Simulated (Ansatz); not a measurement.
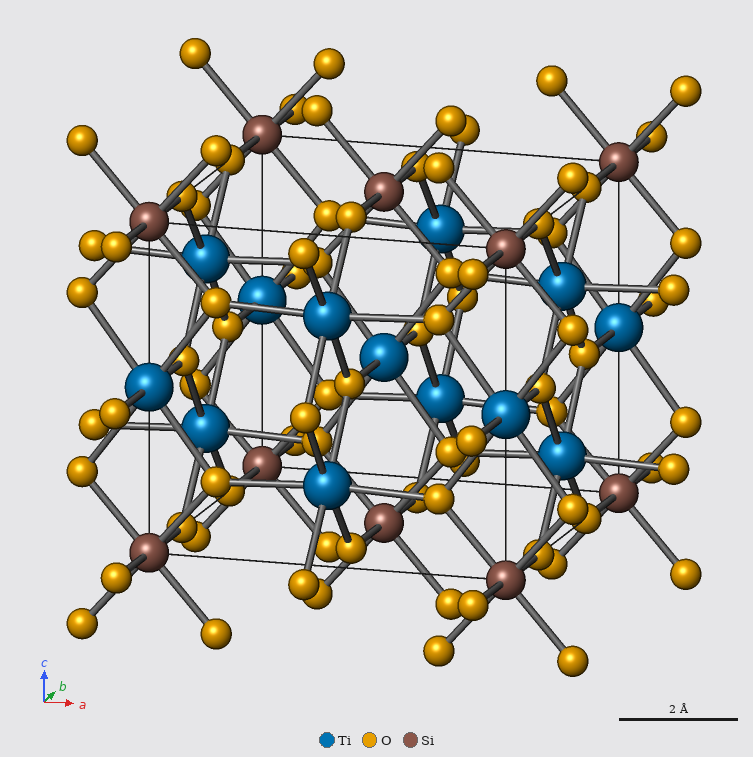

Shown here is a ball-and-stick view of the crystal, taken slightly off an axis. The lines enclose the conventional unit cell; boundary atoms appear with their images. A few atoms beyond the faces are included.

Ti₃SiO₈, space group Cmmm (No. 65), a = 6.341 Å, b = 6.357 Å, c = 5.787 Å, α = 90.00°, β = 90.00°, γ = 90.00°. It goes back to a structure type filled with these elements by a generator (whether the compound takes this form wasn't checked). Earlier steps of the study, as a rule a relaxation of our own, may have changed the cell and positions, so they can lie some per cent off the listed ones. A calculation with Ansatz used it as input.

This one geometry was computed with Ansatz (DFT, plane waves, PAW) at four levels of theory: r2SCAN, HSE06, PBE and PBE0. It was relaxed beforehand with r2SCAN.

**Which level gives the highest pressure at this volume, and what does that say about its equilibrium volume?**

Highest: PBE (6.1 GPa), which points to the largest equilibrium volume. Lowest, with the smallest volume: HSE06 (-2.7 GPa) and PBE0 (-2.8 GPa). Levels within 0.5 GPa of each other can't be told apart.

**How does the band gap change with the level of theory?**

PBE: a gap of 1.61 eV, direct; r2SCAN: a gap of 1.97 eV, direct; HSE06: a gap of 3.15 eV, direct; PBE0: a gap of 3.92 eV, direct.

**Collect the results in a table.**

| level | cutoff (eV) | k-mesh of the run's cell | gap (eV) | pressure (GPa) |
| --- | --- | --- | --- | --- |
| r2SCAN | 500 | 6×6×4 | 1.97 | 0.0 |
| HSE06 | 420 | 4×4×4 | 3.15 | -2.7 |
| PBE | 420 | 6×6×4 | 1.61 | 6.1 |
| PBE0 | 420 | 4×4×4 | 3.92 | -2.8 |

Gaps are taken on the k-mesh or band path of each run.
